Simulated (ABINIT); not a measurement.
# A GW chain in ABINIT: KI (Fm-3m), part 2 of 2

Aim: the G0W0 gap of KI (Fm-3m) on PBE with spin-orbit coupling, step by step.

ABINIT 10.8.3; PBE and many-body steps on it, plane waves. Known limits of the many-body steps: not at the basis limit; screening head approximate.

So far. Step 2 (Ground state): The gap is direct, at Γ. Step 3 (Bands along the symmetry lines): The gap is 3.641 eV, as in the run before at this level.

## (4) Empty states on the mesh, 4×4×4 mesh, 286 bands

Level of this step: DFT, PBE with spin-orbit coupling, plane waves, norm-conserving pseudopotentials (ABINIT).

The sums over transitions need many empty states on a uniform mesh; this step solves for them.

File run.abi:

```
acell 3*1.0 Angstrom
rprim 
  0.000000000000 3.532775000000 3.532775000000
  3.532775000000 0.000000000000 3.532775000000
  3.532775000000 3.532775000000 -0.000000000000
ntypat 2
znucl 19 53
natom 2
typat 1 2
xred 
  0.000000000000 0.000000000000 0.000000000000
  0.500000000000 0.500000000000 0.500000000000
pp_dirpath "pseudos"
pseudos "K.upf, I.upf"
ecut 33
nspinor 2
ngkpt 4 4 4
nshiftk 1
shiftk 0 0 0
kptopt 1
chksymbreak 0
iscf -2
irdden 1
istwfk *1
nband 286
nbdbuf 26
tolwfr 1e-09
nstep 60
prtvol 0
indata_prefix "in"
outdata_prefix "out"
tmpdata_prefix "tmp"
```

Launch:

```sh
OMP_NUM_THREADS=1 mpirun -n 4 abinit run.abi > log
```

Numbers of over 12 decimals in the logs are rounded to 6 here.

The log of the run:

```text
.Version 10.8.3 of ABINIT. v10.8.2 released Aug 2026.

 Symmetries : space group Fm -3 m (#225); Bravais cF (face-center cubic)
[... echo of the input left out ...]
== DATASET  1 ==================================================================
-   mpi_nproc: 4, omp_nthreads: 1 (-1 if OMP is not activated)

--- !DatasetInfo
iteration_state: {dtset: 1, }
dimensions: {natom: 2, nkpt: 8, mband: 286, nsppol: 1, nspinor: 2, nspden: 1, mpw: 5434, }
cutoff_energies: {ecut:  33.0, pawecutdg:  -1.0, }
electrons: {nelect:   1.60000000E+01, charge:   0.00000000E+00, occopt:   1.00000000E+00, tsmear:   1.00000000E-02, }

 Real(R)+Recip(G) space primitive vectors, cartesian coordinates (Bohr,Bohr^-1):
 R(1)=  0.0000000  6.6759772  6.6759772  G(1)= -0.0748954  0.0748954  0.0748954
 R(2)=  6.6759772  0.0000000  6.6759772  G(2)=  0.0748954 -0.0748954  0.0748954
 R(3)=  6.6759772  6.6759772  0.0000000  G(3)=  0.0748954  0.0748954 -0.0748954
 Unit cell volume ucvol=  5.9507887E+02 bohr^3
 Angles (23,13,12)=  6.00000000E+01  6.00000000E+01  6.00000000E+01 degrees

 getcut: wavevector=  0.0000  0.0000  0.0000  ngfft=  50  50  50
         ecut(hartree)=     33.000   => boxcut(ratio)=   2.04876

--- Pseudopotential description ------------------------------------------------
- K Generated using ONCVPSP code by D. R. Hamann
- 19.00000   9.00000  180418                  znucl, zion, pspdat
12 -101130 2 -1 2222                          pspcod,pspxc,lmax,lloc,mmax
     nproj     2     3     2     0
     spin-orbit psp
        nprojso     3     4     0
  pspatm : epsatm=    8.42858871
         --- l  ekb(1:nproj) -->
             0    0.806288   10.869902
             1    4.378793    0.553430    0.000047
             2   -3.405517   -1.029007
  spin-orbit 1    0.035097   -0.028470    0.003405
  spin-orbit 2    0.002517    0.000596   -0.000210   -0.000061
 pspatm: atomic psp has been read  and splines computed

- I Generated using ONCVPSP code by D. R. Hamann
- 53.00000   7.00000  180423                  znucl, zion, pspdat
12 -101130 2 -1 1210                          pspcod,pspxc,lmax,lloc,mmax
     nproj     2     4     4     0
     spin-orbit psp
        nprojso     4     4     0
  pspatm : epsatm=   19.15675463
         --- l  ekb(1:nproj) -->
             0    0.912828    5.952026
             1    3.997763    0.747877    0.008227    0.000022
             2    4.180861    0.714097    0.003511    0.000039
  spin-orbit 1   -0.419626    0.211238    0.050102   -0.000483
  spin-orbit 2    0.305294   -0.042129    0.013865   -0.001013
 pspatm: atomic psp has been read  and splines computed

--------------------------------------------------------------------------------

================================================================================
 prteigrs : about to open file out_EIG
 Non-SCF case, kpt    1 (  0.00000  0.00000  0.00000), residuals and eigenvalues=
  3.58E-10  7.07E-10  1.44E-10  2.66E-10  1.40E-10  1.56E-10  1.67E-10  2.34E-10
  1.28E-10  2.67E-10  2.66E-10  6.67E-10  1.32E-10  2.99E-10  4.63E-10  8.66E-10
  2.63E-10  3.67E-10  1.27E-10  1.97E-10  3.39E-10  5.96E-10  1.47E-10  2.22E-10
[...]
3.90E-08  4.09E-07  3.09E-06  2.25E-05  1.77E-05  1.51E-05
 -1.0428E+00 -1.0428E+00 -4.4254E-01 -4.4254E-01 -4.3277E-01 -4.3277E-01
 -4.3277E-01 -4.3277E-01 -3.8071E-01 -3.8071E-01 -2.1290E-02 -2.1290E-02
[...]
2.5550E+00  2.5550E+00  2.5550E+00  2.5550E+00  2.6017E+00  2.6017E+00
  2.6017E+00  2.6017E+00  2.6446E+00  2.6449E+00
 prteigrs : prtvol=0 or 1, do not print more k-points.

--- !ResultsGS
iteration_state: {dtset: 1, }
comment   : Summary of ground state results
lattice_vectors:
- [  0.0000000,   6.6759772,   6.6759772, ]
- [  6.6759772,   0.0000000,   6.6759772, ]
- [  6.6759772,   6.6759772,  -0.0000000, ]
lattice_lengths: [   9.44126,    9.44126,    9.44126, ]
lattice_angles: [ 60.000,  60.000,  60.000, ] # degrees, (23, 13, 12)
lattice_volume:   5.9507887E+02
convergence: {deltae:  0.000E+00, res2:  0.000E+00, residm:  9.997E-10, diffor:  0.000E+00, }
etotal    :  -4.31084519E+01
entropy   :   0.00000000E+00
fermie    :   1.62804083E-02
cartesian_stress_tensor: null
pressure_GPa: null
xred      :
- [  0.0000E+00,   0.0000E+00,   0.0000E+00,  K]
- [  5.0000E-01,   5.0000E-01,   5.0000E-01,  I]
cartesian_forces: null
force_length_stats: {min: null, max: null, mean: null, }

 Integrated electronic density in atomic spheres:
 ------------------------------------------------
 Atom  Sphere_radius  Integrated_density
    1        2.00000          6.92230143
    2        2.00000          2.87711122
================================================================================

 ----iterations are completed or convergence reached----

 Mean square residual over all n,k,spin=   49.533E-11; max=  99.970E-11
 reduced coordinates (array xred) for    2 atoms
       0.000000000000      0.000000000000      0.000000000000
       0.500000000000      0.500000000000      0.500000000000

 cartesian coordinates (angstrom) at end:
    1      0.000000     0.000000     0.000000
    2      3.532775     3.532775     3.532775
 length scales=  1.889726125908  1.889726125908  1.889726125908 bohr
              =  1.000000000000  1.000000000000  1.000000000000 angstroms
 prteigrs : about to open file out_EIG
 Eigenvalues (hartree) for nkpt=   8  k points:
 kpt#   1, nband=286, wtk=  0.01563, kpt=  0.0000  0.0000  0.0000 (reduced coord)
[...]
2.53117    2.53117    2.53117    2.53117    2.53837    2.53837    2.53837    2.53837
   2.53837    2.53837    2.55085    2.55085    2.55505    2.55505    2.55505    2.55505
   2.60171    2.60171    2.60172    2.60175    2.64465    2.64492
 prteigrs : prtvol=0 or 1, do not print more k-points.

== END DATASET(S) ==============================================================
================================================================================

 -outvars: echo values of variables after computation  --------
            nband         286
             nkpt           8
          spgroup         225
 [... the other variables as echoed above ...]

 Calculation completed.
```

Elapsed: 7 min, on 4 MPI ranks of Arm Neoverse V1, shared host; peak memory 0.75 GiB.

This step gave:

| Item | Value |
| --- | --- |
| gap | 3.641 eV |
| k of the valence top | 0, 0, 0 |
| k of the conduction bottom | 0, 0, 0 |
| least direct gap | 3.641 eV |
| k points computed | 8 |
| lowest point of the top converged band, above the valence top | 66.4197 eV |

On this mesh the gap is 3.641 eV.

## (5) Screening, 4×4×4 mesh, 260 bands, screening to 119.7 eV

The RPA dielectric matrix is built and inverted for each q.

This step: RPA screening on PBE with spin-orbit coupling, plane waves, norm-conserving pseudopotentials.

Edit run.abi of step 4 so:

```diff
@@ -21,10 +21,11 @@
 chksymbreak 0
-iscf -2
-irdden 1
 istwfk *1
-nband 286
-nbdbuf 26
-tolwfr 1e-09
-nstep 60
-prtvol 0
+occopt 1
+irdwfk 1
+optdriver 3
+nband 260
+ecuteps 4.4
+inclvkb 0
+awtr 1
+symchi 1
 indata_prefix "in"
```

The log of the run:

```text
.Version 10.8.3 of ABINIT. v10.8.2 released Aug 2026.

 Symmetries : space group Fm -3 m (#225); Bravais cF (face-center cubic)
[... echo of the input left out ...]
== DATASET  1 ==================================================================
-   mpi_nproc: 4, omp_nthreads: 1 (-1 if OMP is not activated)

--- !DatasetInfo
iteration_state: {dtset: 1, }
dimensions: {natom: 2, nkpt: 8, mband: 260, nsppol: 1, nspinor: 2, nspden: 1, mpw: 5434, }
cutoff_energies: {ecut:  33.0, pawecutdg:  -1.0, }
electrons: {nelect:   1.60000000E+01, charge:   0.00000000E+00, occopt:   1.00000000E+00, tsmear:   1.00000000E-02, }

 SCREENING: Calculation of the susceptibility and dielectric matrices

 Based on a program developped by R.W. Godby, V. Olevano, G. Onida, and L. Reining.
 Incorporated in ABINIT by V. Olevano, G.-M. Rignanese, and M. Torrent.
.Using double precision arithmetic ; gwpc =  8

[... cell and pseudopotentials left out ...]
--------------------------------------------------------------------------------

 ==== K-mesh for the wavefunctions ====
 Number of points in the irreducible wedge :     8
[... list of points left out ...]
 Together with 48 symmetry operations and time-reversal symmetry
 yields    64 points in the full Brillouin Zone.

 ==== Q-mesh for the screening function ====
 Number of points in the irreducible wedge :     8
[... list of points left out ...]
 Together with 48 symmetry operations and time-reversal symmetry
 yields    64 points in the full Brillouin Zone.

 setmesh: FFT mesh size selected  =    36x   36x   36
          total number of points  =        46656

 vcoul_init : cutoff-mode = AUXILIARY_FUNCTION
 q-points for optical limit:   1
     1)      0.000010    0.000020    0.000030

- screening: taking advantage of time-reversal symmetry
- Maximum band index for partially occupied states nbvw = 16
- Remaining bands to be divided among processors   nbcw = 244
- Number of bands treated by each node ~61

 Number of electrons calculated from density =   16.0000; Expected =   16.0000
 average of density, n =  0.026887
 r_s =    2.0707
 omega_plasma =   15.8172 [eV]

 calculating chi0 at frequencies [eV] :
  1    0.000000E+00    0.000000E+00
  2    0.000000E+00    1.581715E+01

--------------------------------------------------------------------------------
  q-point number  1        q = ( 0.000000, 0.000000, 0.000000) [r.l.u.]
--------------------------------------------------------------------------------
[... chi0 elements left out ...]
 For q-point:  0.000010 0.000020 0.000030
  dielectric constant =   2.5083
  dielectric constant without local fields =   3.0555

  Average fulfillment of the sum rule on Im[epsilon] for q-point    1 :     80.87  [%]
[... wings left out ...]
  q-point number  2        q = ( 0.250000, 0.000000, 0.000000) [r.l.u.]
--------------------------------------------------------------------------------
[... chi0 elements left out ...]
  Average fulfillment of the sum rule on Im[epsilon] for q-point    2 :     89.19  [%]

 [... 6 further q-points ...]
```

Elapsed: 6.7 min, on 4 MPI ranks; peak memory 4.3 GiB; 27 min of CPU time.

Numbers from this step:

```yaml
eps_infinity_with_local_fields_on_this_mesh_along_the_program_s_q_direction: 2.508
the_same_without_local_fields: 3.055
plasma_frequency: 15.82 eV
plane_waves_in_the_screening_matrix: 259
```

Local fields lower ε∞ by 18 %.

## (6) Self-energy, 4×4×4 mesh, 260 bands, screening to 119.7 eV

The self-energy is evaluated for the states that the input lists, and the levels follow from it, in one-shot runs by the linearised quasiparticle equation.

This step: G0W0 on PBE with spin-orbit coupling, plane waves, norm-conserving pseudopotentials.

Edit run.abi of step 5 so:

```diff
@@ -24,8 +24,15 @@
 irdwfk 1
-optdriver 3
+optdriver 4
 nband 260
+gwcalctyp 0
+ecutsigx 33
+symsigma 0
+nkptgw 1
+kptgw 
+  0.0000000000 0.0000000000 0.0000000000
+bdgw 
+  13 22
 ecuteps 4.4
-inclvkb 0
-awtr 1
-symchi 1
+irdscr 1
+ppmodel 1
 indata_prefix "in"
```

The log of the run:

```text
.Version 10.8.3 of ABINIT. v10.8.2 released Aug 2026.

 Symmetries : space group Fm -3 m (#225); Bravais cF (face-center cubic)
[... echo of the input left out ...]
== DATASET  1 ==================================================================
-   mpi_nproc: 4, omp_nthreads: 1 (-1 if OMP is not activated)

--- !DatasetInfo
iteration_state: {dtset: 1, }
dimensions: {natom: 2, nkpt: 8, mband: 260, nsppol: 1, nspinor: 2, nspden: 1, mpw: 5434, }
cutoff_energies: {ecut:  33.0, pawecutdg:  -1.0, }
electrons: {nelect:   1.60000000E+01, charge:   0.00000000E+00, occopt:   1.00000000E+00, tsmear:   1.00000000E-02, }

 SIGMA: Calculation of the GW corrections

 Based on a program developped by R.W. Godby, V. Olevano, G. Onida, and L. Reining.
 Incorporated in ABINIT by V. Olevano, G.-M. Rignanese, and M. Torrent.
.Using double precision arithmetic ; gwpc =  8

[... cell and pseudopotentials left out ...]
--------------------------------------------------------------------------------

 ==== K-mesh for the wavefunctions ====
 Number of points in the irreducible wedge :     8
[... list of points left out ...]
 Together with 48 symmetry operations and time-reversal symmetry
 yields    64 points in the full Brillouin Zone.

 ==== Q-mesh for screening function ====
 Number of points in the irreducible wedge :     8
[... list of points left out ...]
 Together with 48 symmetry operations and time-reversal symmetry
 yields    64 points in the full Brillouin Zone.

 vcoul_init : cutoff-mode = AUXILIARY_FUNCTION
 q-points for optical limit:   1
     1)      0.000010    0.000020    0.000030
 setmesh: FFT mesh size selected  =    50x   50x   50
          total number of points  =       125000

 Number of electrons calculated from density =   16.0000; Expected =   16.0000
 average of density, n =  0.026887
 r_s =    2.0707
 omega_plasma =   15.8172 [eV]

 === KS Band Gaps ===
  >>>> For spin  1
   Minimum direct gap =   3.6410 [eV], located at k-point      :   0.0000  0.0000  0.0000
   Fundamental gap    =   3.6410 [eV], Top of valence bands at :   0.0000  0.0000  0.0000
                                       Bottom of conduction at :   0.0000  0.0000  0.0000
 SIGMA fundamental parameters:
 PLASMON POLE MODEL  1
 number of plane-waves for SigmaX                 5329
 number of plane-waves for SigmaC and W            259
 number of plane-waves for wavefunctions          5329
 number of bands                                   260
 number of independent spin polarizations            1
 number of spinorial components                      2
 number of k-points in IBZ                           8
 number of q-points in IBZ                           8
 number of symmetry operations                      48
 number of k-points in BZ                           64
 number of q-points in BZ                           64
 number of frequencies for dSigma/dE                 9
 frequency step for dSigma/dE [eV]                0.25
 number of omega for Sigma on real axis              0
 max omega for Sigma on real axis  [eV]           0.00
 zcut for avoiding poles [eV]                     0.10

 EPSILON^-1 parameters (SCR file):
 dimension of the eps^-1 matrix on file            259
 dimension of the eps^-1 matrix used               259
 number of plane-waves for wavefunctions          5329
 number of bands                                   260
 number of q-points in IBZ                           8
 number of frequencies                               2
 number of real frequencies                          1
 number of imag frequencies                          1

 matrix elements of self-energy operator (all in [eV])

 Perturbative Calculation

--- !SelfEnergy_ee
iteration_state: {dtset: 1, }
kpoint     : [   0.000,    0.000,    0.000, ]
spin       : 1
KS_gap     :    3.641
QP_gap     :    5.703
Delta_QP_KS:    2.062
data: !SigmaeeData |
     Band     E0 <VxcDFT>   SigX SigC(E0)      Z dSigC/dE  Sig(E)    E-E0       E
       13   0.443 -11.091 -14.067   1.155   0.813  -0.230 -12.571  -1.481  -1.038
       14   0.443 -11.091 -14.064   1.153   0.813  -0.230 -12.570  -1.480  -1.037
       15   0.443 -11.091 -14.069   1.156   0.813  -0.230 -12.572  -1.482  -1.039
       16   0.443 -11.091 -14.067   1.155   0.813  -0.230 -12.571  -1.481  -1.038
       17   4.084  -6.417  -2.944  -2.790   0.852  -0.173  -5.835   0.582   4.666
       18   4.084  -6.417  -2.944  -2.790   0.852  -0.173  -5.835   0.582   4.666
       19   6.618  -7.768  -3.468  -2.948   0.845  -0.184  -6.625   1.143   7.761
       20   6.618  -7.768  -3.467  -2.948   0.845  -0.184  -6.625   1.143   7.761
       21   6.618  -7.768  -3.469  -2.947   0.845  -0.184  -6.626   1.142   7.760
       22   6.618  -7.768  -3.468  -2.948   0.845  -0.184  -6.625   1.143   7.761

== END DATASET(S) ==============================================================
================================================================================

 -outvars: echo values of variables after computation  --------
           etotal      0.0000000000E+00
            nband         260
             nkpt           8
          spgroup         225
 [... the other variables as echoed above ...]

 Calculation completed.
```

Elapsed: 5.7 min, on 4 MPI ranks; peak memory 3.9 GiB.

Numbers from this step:

```
G0W0 gap on the points computed              : 5.703 eV
starting gap on the mesh                     : 3.641 eV
k of the valence top                         : 0, 0, 0
k of the conduction bottom                   : 0, 0, 0
Z at the valence top                         : 0.813
Z at the conduction bottom                   : 0.852
least direct G0W0 gap on the computed points : 5.703 eV
```

The gap on the mesh goes from 3.64 eV to 5.70 eV, a correction of +2.06 eV.

Limits: finite bands, cutoff and mesh; screening head approximate. v1 is the top filled band, c1 the lowest empty one. The levels before and after the correction (eV, zero at the valence-band top of each column):

```csv
,conduction bottom,valence top
Kohn-Sham,3.64,0.00
G0W0,5.70,0.00
```

```csv
,level,energy (eV)
Kohn-Sham,Γ v4-v1,0.000
Kohn-Sham,Γ c1-c2,3.641
Kohn-Sham,Γ c3-c6,6.175
G0W0,Γ v4-v1,-0.001
G0W0,Γ c1-c2,5.703
G0W0,Γ c3-c6,8.798
```

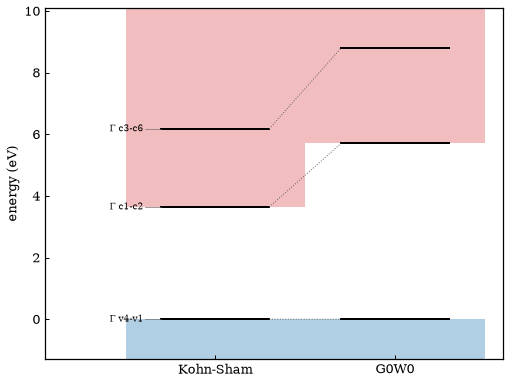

Levels before and after the correction. Shaded: valence and conduction bands.

## (7) Where the time went

Times are wall times on 4 MPI ranks of Arm Neoverse V1, shared host, good to a factor of about two.

```csv
step,time,share,memory (GiB)
ground state,35 s,3 %,0.39
bands along the symmetry lines,94 s,7 %,0.43
empty states on the mesh,7 min,32 %,0.75
screening,6.7 min,31 %,4.3
self-energy,5.7 min,26 %,3.9
```

## (8) Results

```
PBE gap              : 3.64 eV, direct
G0W0 gap on the mesh : 5.70 eV
GW settings          : 4×4×4 mesh, 260 bands, screening to 119.7 eV, Godby-Needs plasmon pole
known limits         : not at the basis limit; screening head approximate
```

In words: G0W0 moves the gap on the mesh from 3.64 eV to 5.70 eV (+2.06 eV), with Z of 0.81 and 0.85 at the edges. Local fields lower the RPA ε∞ on this mesh from 3.06 to 2.51. Only 1 of the mesh's irreducible points was corrected, so a valley elsewhere could overtake. Bands and cutoff are finite, so the gap is not at the basis limit. The miss can reach some tenths of an eV and take either sign; the mesh is an error of its own. In the G0W0 run levels were corrected at 1 k point alone, so a gap called «on the mesh» is the least over those, and an edge elsewhere would be missed. The long-wavelength limit of the screening leaves out the non-local commutator, which shifts ε∞.

[Paths, hosts, dates, memory and timing lines, banners, echoed tables and standing remarks are left out of the program output.]

[Logs are printed without paths, hosts, clocks, repeated set-up lines and the standing remarks that a program may print on its own settings, such as how far it seeks lower states.]

[Runs of the session that timed out or met a known fault of the program may be left out.]

[Hosts, paths, dates, database ids (printed as entryN), source tags and the programs' standing remarks are cut or masked in the printed files.]

[G0W0 gaps are taken among the corrected bands and points alone; a level outside them can change the order at an edge.]

[Where Ansatz stands beside ABINIT at settings called matched, ABINIT's density can come from a denser mesh and the files from another edition; pairs whose starting gaps differed by over 0.03 eV were left out, so agreement reads better than it is.]
